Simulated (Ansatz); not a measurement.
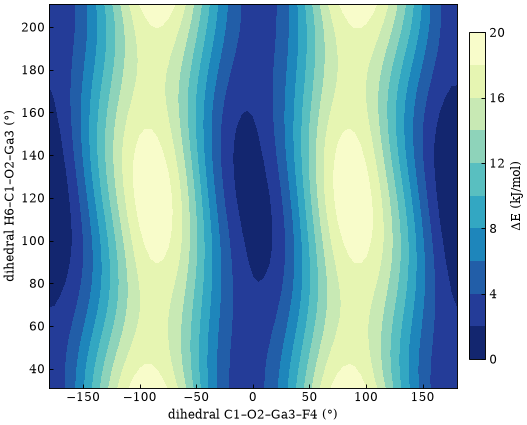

CH₃BrFGaO, SMILES C[O][Ga]([F])[Br]. Coordinates scanned: (1) dihedral C1–O2–Ga3–F4; (2) dihedral H6–C1–O2–Ga3. Nothing is relaxed (all other coordinates rigid). The grid has 9 × 9 points. Points are written as (first, second). Energies are in kJ/mol, from the lowest grid point. Computed with RKS PBE0-D4/def2-SVP in Ansatz 0.2.0.

In the figure: filled contours. Between grid points the surface is interpolated.

The lowest grid point is at (−180°, 121.0°). The energy also falls towards the edge at (−180°, 211.0°) (2.3 kJ/mol above the lowest) and (−180°, 31.0°) (2.3 kJ/mol above the lowest), where a further well may lie outside the range. A higher local minimum lies near (20°, 98.5°) (2.3 kJ/mol above the lowest at that grid point). The highest grid point, (100°, 211.0°), lies 19.2 kJ/mol above the lowest. On the interpolated surface the easiest way out of the lowest well to the well at about (0°, 120°) passes a barrier of about 17 kJ/mol.

The system is changed to CH₃BrClGaO, SMILES C[O][Ga]([Cl])[Br]; the new grid has 12 × 13 points.

What does this change do to the map?

Answer. The minimum (interpolated where it lies between grid points) moves from (−180°, 121.0°) to (0°, 121°). The easiest pass out of the lowest well stays at about 17 kJ/mol.

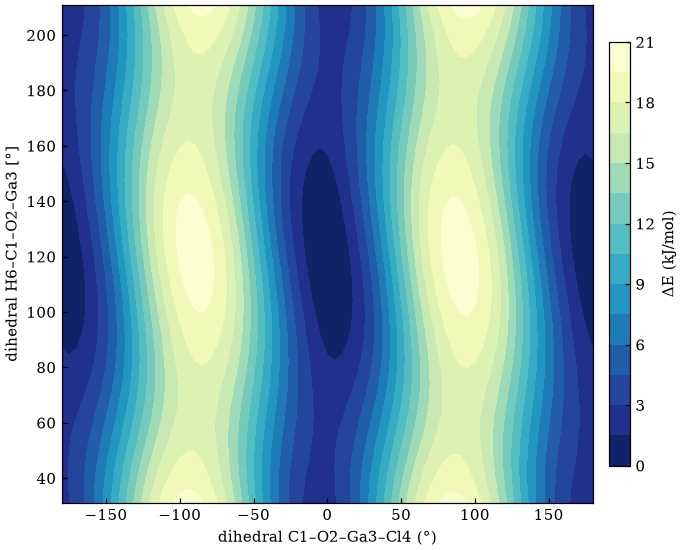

The map after the change, on a colour scale of its own. The picture shows filled contours. Between grid points the surface is interpolated.
